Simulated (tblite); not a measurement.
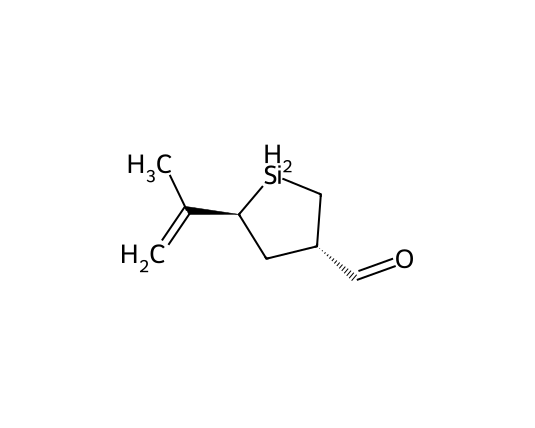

(Drawn from a calculation with tblite.)

A structural formula.

> Transcribe the drawing into SMILES.

C=C(C)[C@@H]1C[C@@H](C=O)C[SiH2]1

> What is the molecular formula?

C8H14OSi.

> An optimisation with GFN2-xTB gave a structure of which point group?

C1.
